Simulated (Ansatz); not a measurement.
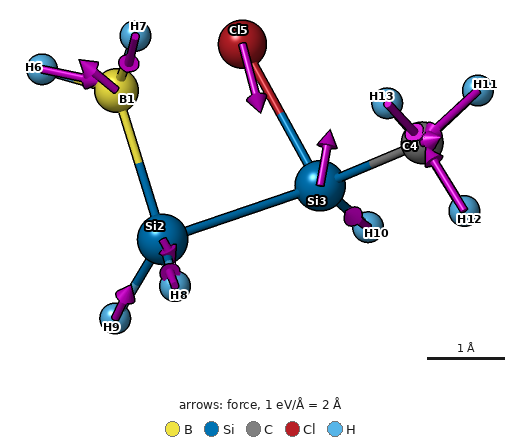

Starting geometry of CH$_{8}$BClSi$_{2}$ with the computed forces as purple arrows. A ball-and-stick model, seen face on.

The start comes from PBE-D4/def2-SVP.

Computed with RKS PBE0-D4/def2-TZVP (Ansatz 0.2.0).

The input:
```yaml
crystal:
  periodic: [false, false, false]
  atoms:
    - {symbol: B, position_ang: [-0.059170, 1.826481, 1.052086]}
    - {symbol: Si, position_ang: [-1.487024, 0.837326, -0.019222]}
    - {symbol: Si, position_ang: [0.264815, -0.383614, -0.976718]}
    - {symbol: C, position_ang: [0.800077, -1.979011, -0.136136]}
    - {symbol: Cl, position_ang: [1.642538, 1.175700, -0.228984]}
    - {symbol: H, position_ang: [0.040360, 3.034790, 0.956950]}
    - {symbol: H, position_ang: [0.259687, 1.311173, 2.108939]}
    - {symbol: H, position_ang: [-2.458351, -0.064871, 0.700345]}
    - {symbol: H, position_ang: [-2.236407, 1.585180, -1.092371]}
    - {symbol: H, position_ang: [0.561341, -0.444043, -2.453070]}
    - {symbol: H, position_ang: [1.847592, -2.240635, -0.387097]}
    - {symbol: H, position_ang: [0.141343, -2.806972, -0.473901]}
    - {symbol: H, position_ang: [0.703801, -1.886303, 0.963779]}
basis:
  gaussian: {orbitals: def2-TZVP}
hamiltonian: {xc: pbe0, dispersion: d4}
relax: {f_tol: 0.005, max_steps: 150}
```

Command:
```bash
ansatz run in.yaml --threads 4 --pin off --events-out ev --progress --plain --max-ram 10444MiB
```

**What follows when this structure is relaxed?**

It isn't relaxed: the largest force vector, on H11, is 0.54 eV/Å. The final displacements follow the starting forces only in part (cosine between the two patterns 0.71). The atom that moves furthest after the best rigid fit is H10 (0.047 Å). By element the largest moves are H 0.047 Å, Cl 0.034 Å, Si 0.030 Å, B 0.029 Å, C 0.011 Å. Near-neighbour distances that change, for instance: Si3–Cl5 2.211 → 2.157 Å, B1–H6 1.216 → 1.195 Å, Si3–C4 1.881 → 1.861 Å, Si2–H8 1.508 → 1.490 Å. Over 8 geometry steps the energy falls by 1.28 kcal/mol. Largest force component: 0.53 eV/Å at the start, 0.0037 eV/Å at the end. Cost: 46 s on 4 threads of Arm Neoverse V2, on a shared host.
